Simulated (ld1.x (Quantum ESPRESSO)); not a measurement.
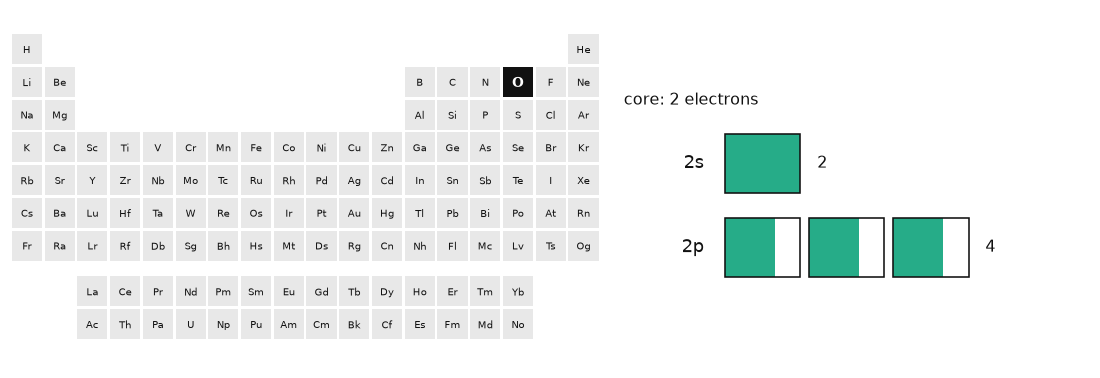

Left, the place of oxygen in the periodic table; right, the valence shells of the reference configuration: a box for each of the 2l + 1 orbitals, shaded by the share of the shell that is filled, with the electron count at the right.

**Pseudopotential generation for O (part 1 of 2)**

System: oxygen (O, Z = 8), core [He], reference valence 2s2 2p4, valence charge 6.
Method: ultrasoft potential, LDA (PZ), scalar-relativistic, made with ld1.x (Quantum ESPRESSO) 7.5.

**Log**
```
     Program LD1 v.7.5

     !!!!!!!!!!!!!!!!!!! WARNING !!!!!!!!!!!!!!!!!!!!!!!
     Message from routine ld1_readin:
     US requires at least two energies per channel 3D
     !!!!!!!!!!!!!!!!!!!!!!!!!!!!!!!!!!!!!!!!!!!!!!!!!!!
     --------------------------- All-electron run ----------------------------

     O
     scalar relativistic calculation

     atomic number is  8.00
     dft =PZ   lsd =0 sic =0 latt =0  beta=0.20 tr2=1.0E-14
     Exchange-correlation= PZ
                           (   1   1   0   0   0   0   0)
     mesh =1095 r(mesh) =  99.04343 a.u. xmin = -7.00 dx = 0.01250
     1 Ry =  13.60569312 eV, c = 137.03599908

     n l     nl                  e(Ry)          e(Ha)          e(eV)
     1 0     1S 1( 2.00)       -37.5495       -18.7748      -510.8874
     2 0     2S 1( 2.00)        -1.7458        -0.8729       -23.7531
     2 1     2P 1( 4.00)        -0.6761        -0.3380        -9.1985

     final scf error:  3.1E-15 reached in  28 iterations

     Etot =    -149.049789 Ry,     -74.524894 Ha,   -2027.925687 eV

     Ekin =     148.542013 Ry,      74.271007 Ha,    2021.017051 eV
     Encl =    -354.748318 Ry,    -177.374159 Ha,   -4826.596752 eV
     Eh   =      72.697341 Ry,      36.348671 Ha,     989.097716 eV
     Exc  =     -15.540825 Ry,      -7.770413 Ha,    -211.443701 eV

     normalization and overlap integrals

     s(1S/1S) =  1.000000  <r> =   0.2007  <r2> =    0.0544  r(max) =   0.1298
     s(2S/2S) =  1.000000  <r> =   1.1473  <r2> =    1.6045  r(max) =   0.8786
     s(2P/2P) =  1.000000  <r> =   1.2645  <r2> =    2.1318  r(max) =   0.8151

     ------------------------ End of All-electron run ------------------------

     --------------------- Generating US pseudopotential ---------------------

      Generating local potential from pseudized AE potential:
      Matching radius rcloc =   0.6600

      Local pseudo, rcloc= 0.667 Estimated cut-off energy=    53.56 Ry

      Computing core charge for nlcc:

       r > 0.34 : true rho core
       r < 0.34 : rho core = a sin(br)/r    a=  12.62  b=   7.53

      Integrated core pseudo-charge :   0.84
      Wfc-us  2S rcutus= 0.756  Estimated cut-off energy=    75.13 Ry
      Wfc-us  2S rcutus= 0.756  Estimated cut-off energy=    75.69 Ry
      Wfc-us  2P rcutus= 1.186  Estimated cut-off energy=    54.80 Ry
      Wfc-us  2P rcutus= 1.186  Estimated cut-off energy=    56.33 Ry
      Wfc-us  3D rcutus= 1.247  Estimated cut-off energy=    65.27 Ry

     Q pseudized with Bessel functions
     Expected ecutrho=    1765.9275 due to l1=  2   l2=  2

     ------------------- End of pseudopotential generation -------------------

     --------------------------- All-electron run ----------------------------

     O
     scalar relativistic calculation

     atomic number is  8.00
     dft =PZ   lsd =0 sic =0 latt =0  beta=0.20 tr2=1.0E-14
     Exchange-correlation= PZ
                           (   1   1   0   0   0   0   0)
     mesh =1095 r(mesh) =  99.04343 a.u. xmin = -7.00 dx = 0.01250
     1 Ry =  13.60569312 eV, c = 137.03599908

     n l     nl                  e(Ry)          e(Ha)          e(eV)
     1 0     1S 1( 2.00)       -37.5495       -18.7748      -510.8874
     2 0     2S 1( 2.00)        -1.7458        -0.8729       -23.7531
     2 1     2P 1( 4.00)        -0.6761        -0.3380        -9.1985

     final scf error:  3.1E-15 reached in  28 iterations

     Etot =    -149.049789 Ry,     -74.524894 Ha,   -2027.925687 eV

     Ekin =     148.542013 Ry,      74.271007 Ha,    2021.017051 eV
     Encl =    -354.748318 Ry,    -177.374159 Ha,   -4826.596752 eV
     Eh   =      72.697341 Ry,      36.348671 Ha,     989.097716 eV
     Exc  =     -15.540825 Ry,      -7.770413 Ha,    -211.443701 eV

     normalization and overlap integrals

     s(1S/1S) =  1.000000  <r> =   0.2007  <r2> =    0.0544  r(max) =   0.1298
     s(2S/2S) =  1.000000  <r> =   1.1473  <r2> =    1.6045  r(max) =   0.8786
     s(2P/2P) =  1.000000  <r> =   1.2645  <r2> =    2.1318  r(max) =   0.8151

     ------------------------ End of All-electron run ------------------------

     Computing logarithmic derivative in   1.35233
     Computing logarithmic derivative in   1.35233
     Computing the partial wave expansion
     R is outside the sphere for l=    0 j= 0.00
     R is outside the sphere for l=    0 j= 0.00
     R is outside the sphere for l=    1 j= 0.00
     R is outside the sphere for l=    1 j= 0.00
     R is outside the sphere for l=    2 j= 0.00

     ---------------------- Testing the pseudopotential ----------------------

     O
     scalar relativistic calculation

     atomic number is  8.00   valence charge is  6.00
     dft =PZ   lsd =0 sic =0 latt =0  beta=0.20 tr2=1.0E-14
     mesh =1095 r(mesh) =  99.04343 xmin = -7.00 dx = 0.01250

     n l     nl             e AE (Ry)        e PS (Ry)    De AE-PS (Ry)
     1 0     2S   1( 2.00)       -1.74582       -1.74586        0.00004
     2 1     2P   1( 4.00)       -0.67608       -0.67608        0.00001

     eps = 9.9E-17  iter =  4

     Etot =    -149.049789 Ry,     -74.524894 Ha,   -2027.925687 eV
     Etotps =   -33.522112 Ry,     -16.761056 Ha,    -456.091569 eV

     Ekin =      16.923624 Ry,       8.461812 Ha,     230.257638 eV
     Encl =     -76.758685 Ry,     -38.379343 Ha,   -1044.355113 eV
     Ehrt =      27.296968 Ry,      13.648484 Ha,     371.394175 eV
     Ecxc =      -8.654117 Ry,      -4.327058 Ha,    -117.745254 eV
     (Ecc =      -1.823355 Ry,      -0.911677 Ha,     -24.808008 eV)
     Epseu=       7.670097 Ry,       3.835048 Ha,     104.356985 eV

     ---------------------- End of pseudopotential test ----------------------
```

**Output of the test run (extracts)**
```
     ---------------------- Testing the pseudopotential ----------------------

     O
     scalar relativistic calculation

     atomic number is  8.00   valence charge is  6.00
     dft =PZ   lsd =0 sic =0 latt =0  beta=0.20 tr2=1.0E-14
     mesh =1095 r(mesh) =  99.04343 xmin = -7.00 dx = 0.01250

     n l     nl             e AE (Ry)        e PS (Ry)    De AE-PS (Ry)
     1 0     2S   1( 2.00)       -1.74582       -1.74586        0.00004
     2 1     2P   1( 4.00)       -0.67608       -0.67608        0.00001

     eps = 9.8E-17  iter =  4

     Etot =    -149.049789 Ry,     -74.524894 Ha,   -2027.925687 eV
     Etotps =   -33.522112 Ry,     -16.761056 Ha,    -456.091569 eV

     Ekin =      16.923624 Ry,       8.461812 Ha,     230.257638 eV
     Encl =     -76.758685 Ry,     -38.379343 Ha,   -1044.355113 eV
     Ehrt =      27.296968 Ry,      13.648484 Ha,     371.394175 eV
     Ecxc =      -8.654117 Ry,      -4.327058 Ha,    -117.745254 eV
     (Ecc =      -1.823355 Ry,      -0.911677 Ha,     -24.808008 eV)
     Epseu=       7.670097 Ry,       3.835048 Ha,     104.356985 eV

     ---------------------- End of pseudopotential test ----------------------

     ---------------------- Testing the pseudopotential ----------------------

     O
     scalar relativistic calculation

     atomic number is  8.00   valence charge is  6.00
     dft =PZ   lsd =0 sic =0 latt =0  beta=0.20 tr2=1.0E-14
     mesh =1095 r(mesh) =  99.04343 xmin = -7.00 dx = 0.01250

     n l     nl             e AE (Ry)        e PS (Ry)    De AE-PS (Ry)
     1 0     2S   1( 2.00)       -2.89559       -2.89584        0.00025
     2 1     2P   1( 3.00)       -1.80713       -1.80697       -0.00016

     eps = 1.1E-15  iter =  7

     Etot =    -147.830923 Ry,     -73.915462 Ha,   -2011.342178 eV
     Etotps =   -32.303255 Ry,     -16.151627 Ha,    -439.508171 eV
     dEtot_ae =       1.218865 Ry
     dEtot_ps =       1.218857 Ry,   Delta E=       0.000008 Ry

     Ekin =      15.356125 Ry,       7.678062 Ha,     208.930722 eV
     Encl =     -68.398377 Ry,     -34.199188 Ha,    -930.607323 eV
     Ehrt =      20.791662 Ry,      10.395831 Ha,     282.884973 eV
     Ecxc =      -7.745816 Ry,      -3.872908 Ha,    -105.387198 eV
     (Ecc =      -1.823355 Ry,      -0.911677 Ha,     -24.808008 eV)
     Epseu=       7.693151 Ry,       3.846576 Ha,     104.670654 eV

     ---------------------- End of pseudopotential test ----------------------

     ---------------------- Testing the pseudopotential ----------------------

     O
     scalar relativistic calculation

     atomic number is  8.00   valence charge is  6.00
     dft =PZ   lsd =0 sic =0 latt =0  beta=0.20 tr2=1.0E-14
     mesh =1095 r(mesh) =  99.04343 xmin = -7.00 dx = 0.01250

     n l     nl             e AE (Ry)        e PS (Ry)    De AE-PS (Ry)
     1 0     2S   1( 2.00)       -4.26417       -4.26468        0.00051
     2 1     2P   1( 2.00)       -3.18620       -3.18577       -0.00043

     eps = 1.4E-16  iter =  7

     Etot =    -145.353407 Ry,     -72.676704 Ha,   -1977.633852 eV
     Etotps =   -29.825938 Ry,     -14.912969 Ha,    -405.802558 eV
     dEtot_ae =       3.696382 Ry
     dEtot_ps =       3.696174 Ry,   Delta E=       0.000208 Ry

     Ekin =      12.776989 Ry,       6.388495 Ha,     173.839796 eV
     Encl =     -57.716357 Ry,     -28.858178 Ha,    -785.271037 eV
     Ehrt =      14.304391 Ry,       7.152195 Ha,     194.621153 eV
     Ecxc =      -6.627673 Ry,      -3.313836 Ha,     -90.174080 eV
     (Ecc =      -1.823355 Ry,      -0.911677 Ha,     -24.808008 eV)
     Epseu=       7.436711 Ry,       3.718356 Ha,     101.181609 eV

     ---------------------- End of pseudopotential test ----------------------

     ---------------------- Testing the pseudopotential ----------------------

     O
     scalar relativistic calculation

     atomic number is  8.00   valence charge is  6.00
     dft =PZ   lsd =0 sic =0 latt =0  beta=0.20 tr2=1.0E-14
     mesh =1095 r(mesh) =  99.04343 xmin = -7.00 dx = 0.01250

     n l     nl             e AE (Ry)        e PS (Ry)    De AE-PS (Ry)
     1 0     2S   1( 2.00)       -5.81386       -5.81479        0.00092
     2 1     2P   1( 1.00)       -4.78017       -4.77948       -0.00069

     eps = 2.7E-18  iter =  7

     Etot =    -141.387157 Ry,     -70.693579 Ha,   -1923.670271 eV
     Etotps =   -25.860141 Ry,     -12.930071 Ha,    -351.845148 eV
     dEtot_ae =       7.662632 Ry
     dEtot_ps =       7.661971 Ry,   Delta E=       0.000661 Ry

     Ekin =       9.255001 Ry,       4.627501 Ha,     125.920708 eV
     Encl =     -44.916258 Ry,     -22.458129 Ha,    -611.116825 eV
     Ehrt =       8.484286 Ry,       4.242143 Ha,     115.434598 eV
     Ecxc =      -5.364557 Ry,      -2.682279 Ha,     -72.988517 eV
     (Ecc =      -1.823355 Ry,      -0.911677 Ha,     -24.808008 eV)
     Epseu=       6.681386 Ry,       3.340693 Ha,      90.904888 eV

     ---------------------- End of pseudopotential test ----------------------

     ---------------------- Testing the pseudopotential ----------------------

     O
     scalar relativistic calculation

     atomic number is  8.00   valence charge is  6.00
     dft =PZ   lsd =0 sic =0 latt =0  beta=0.20 tr2=1.0E-14
     mesh =1095 r(mesh) =  99.04343 xmin = -7.00 dx = 0.01250

     n l     nl             e AE (Ry)        e PS (Ry)    De AE-PS (Ry)
     1 0     2S   1( 1.00)       -2.90595       -2.90378       -0.00217
     2 1     2P   1( 4.00)       -1.81320       -1.81325        0.00005

     eps = 6.7E-16  iter =  7

     Etot =    -146.740321 Ry,     -73.370161 Ha,   -1996.503783 eV
     Etotps =   -31.213559 Ry,     -15.606780 Ha,    -424.682111 eV
     dEtot_ae =       2.309467 Ry
     dEtot_ps =       2.308553 Ry,   Delta E=       0.000915 Ry

     Ekin =      17.467759 Ry,       8.733880 Ha,     237.660973 eV
     Encl =     -68.823537 Ry,     -34.411768 Ha,    -936.391924 eV
     Ehrt =      20.743349 Ry,      10.371675 Ha,     282.227641 eV
     Ecxc =      -7.741393 Ry,      -3.870696 Ha,    -105.327014 eV
     (Ecc =      -1.823355 Ry,      -0.911677 Ha,     -24.808008 eV)
     Epseu=       7.140262 Ry,       3.570131 Ha,      97.148211 eV

     ---------------------- End of pseudopotential test ----------------------

     ---------------------- Testing the pseudopotential ----------------------

     O
     scalar relativistic calculation

     atomic number is  8.00   valence charge is  6.00
     dft =PZ   lsd =0 sic =0 latt =0  beta=0.20 tr2=1.0E-14
     mesh =1095 r(mesh) =  99.04343 xmin = -7.00 dx = 0.01250

     n l     nl             e AE (Ry)        e PS (Ry)    De AE-PS (Ry)
     1 0     2S   1( 1.00)       -1.77955       -1.77751       -0.00204
     2 1     2P   1( 5.00)       -0.70544       -0.70559        0.00014

     eps = 7.7E-15  iter =  8

     Etot =    -147.977870 Ry,     -73.988935 Ha,   -2013.341482 eV
     Etotps =   -32.451262 Ry,     -16.225631 Ha,    -441.521908 eV
     dEtot_ae =       1.071919 Ry
     dEtot_ps =       1.070850 Ry,   Delta E=       0.001069 Ry

     Ekin =      18.844048 Ry,       9.422024 Ha,     256.386339 eV
     Encl =     -76.878331 Ry,     -38.439165 Ha,   -1045.982976 eV
     Ehrt =      27.095487 Ry,      13.547744 Ha,     368.652887 eV
     Ecxc =      -8.618250 Ry,      -4.309125 Ha,    -117.257269 eV
     (Ecc =      -1.823355 Ry,      -0.911677 Ha,     -24.808008 eV)
     Epseu=       7.105784 Ry,       3.552892 Ha,      96.679112 eV

     ---------------------- End of pseudopotential test ----------------------
```

(Continued in part 2.) Outcome of the run: generated, but the overlap operator is not positive, so unusable.
